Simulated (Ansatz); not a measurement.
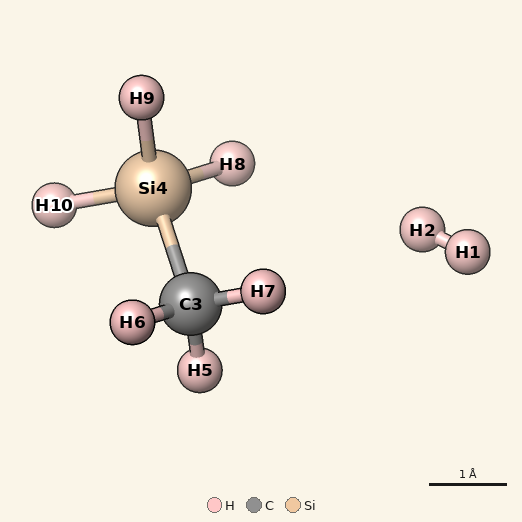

Orthographic view. Depth is shown by fading: the farther an atom, the more it takes the colour of the background. The geometry was computed by an optimisation with PBE0-D4/def2-TZVP. No frequency run is at hand to confirm it as a minimum.

Write the connection table.

H1: H2
H2: H1
C3: Si4, H5, H6, H7
Si4: C3, H8, H9, H10
H5: C3
H6: C3
H7: C3
H8: Si4
H9: Si4
H10: Si4
